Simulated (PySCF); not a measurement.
## Electronic structure of C₂H₇Al₂BrCl₂ (SMILES C[CH2][Al-]1([Br])[Cl+][AlH2-][Cl+]1) in real space

```yaml
atoms:
  - { symbol: C, position_ang: [0.5776, 0.5675, -1.6186] }
  - { symbol: C, position_ang: [1.5232, 0.5625, -0.4027] }
  - { symbol: Al, position_ang: [0.7701, -0.3690, 1.1874] }
  - { symbol: Br, position_ang: [1.8869, -1.0336, 3.0282] }
  - { symbol: Cl, position_ang: [-1.0449, 0.8251, 1.7678] }
  - { symbol: Al, position_ang: [-2.3225, -0.6493, 0.8036] }
  - { symbol: Cl, position_ang: [-0.6168, -1.9787, 0.5082] }
  - { symbol: H, position_ang: [0.5056, -0.4281, -2.0541] }
  - { symbol: H, position_ang: [0.9335, 1.2490, -2.3898] }
  - { symbol: H, position_ang: [-0.4306, 0.8801, -1.3295] }
  - { symbol: H, position_ang: [1.7396, 1.6082, -0.1345] }
  - { symbol: H, position_ang: [2.4950, 0.1618, -0.7177] }
  - { symbol: H, position_ang: [-2.7872, -0.1236, -0.5679] }
  - { symbol: H, position_ang: [-3.2303, -1.2722, 1.8825] }
```

Geometry: GFN2-xTB.

Level of theory: PySCF 2.14.0, wB97X-D/def2-SVPD, SCF density, gas phase.

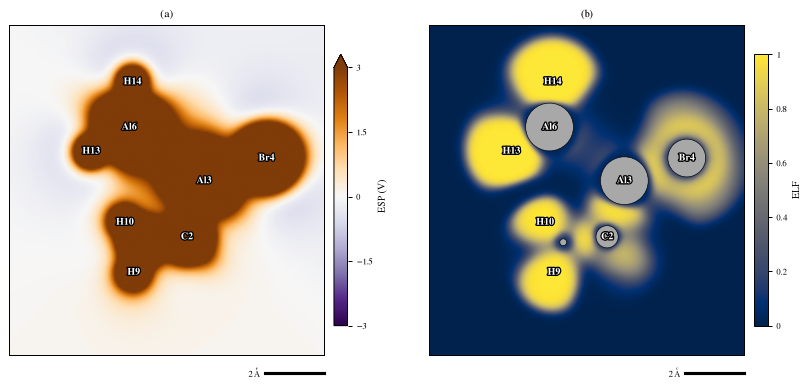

Figure 1. (a) electrostatic potential; (b) electron localisation function on the plane of atoms C2, Al3 and Br4. Grey discs cover the atomic cores in the ELF map.

Q: Read the bonding off the picture.

A:
- The plane passes through C, Al, Br and H nuclei.
- C–Al (1.99 Å): the ELF peaks at about 0.95 between the atoms; a shared but strongly polarised pair.
- Al–Br (2.25 Å): the ELF peaks at about 0.85 in the valence shell of Br, 1.1 Å from its nucleus, and is about 0.85 at the midpoint.
- Al–H (1.54 Å): the ELF climbs to about 1 towards the hydrogen.
- The ELF also peaks beside Br4, away from the bonds: lone-pair regions.
- Outside the dense part of the molecule the potential is most negative (−0.5 V) near Br4.

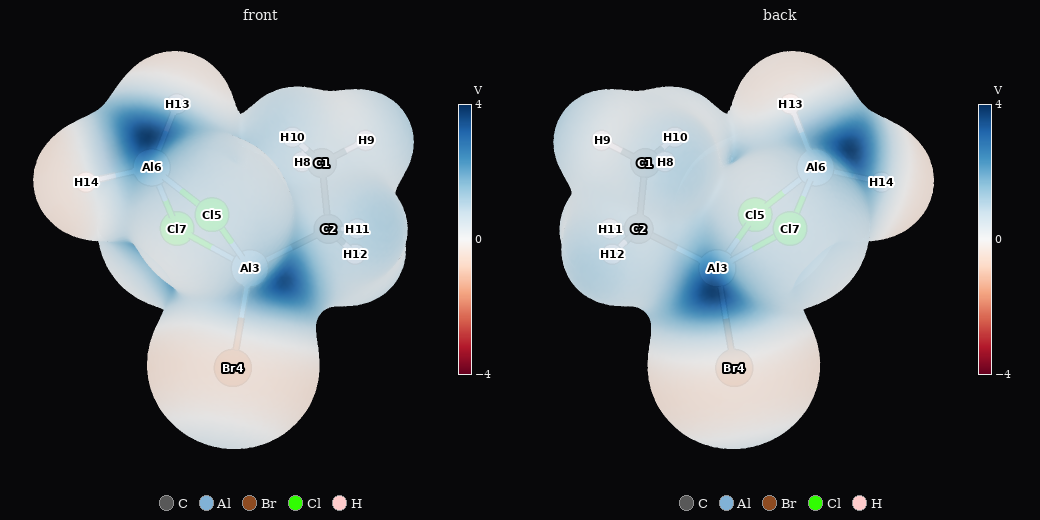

Figure 2. The electrostatic potential painted on the density surface at 0.004 e/bohr³, seen from the front and from behind; the colour scale runs from red (negative) to blue (positive).

Q: Describe the electrostatic potential map.

A: The most negative region (about −0.4 V) lies over Br4 and H14, the most positive (about +3.6 V) over Al3 and Al6. Br4 shows a σ-hole: about +0.4 V at the tip opposite its bond, against about −0.3 V on its flanks.

Q: What dipole moment does the calculation give?

A: Its dipole moment is 1.49 D.
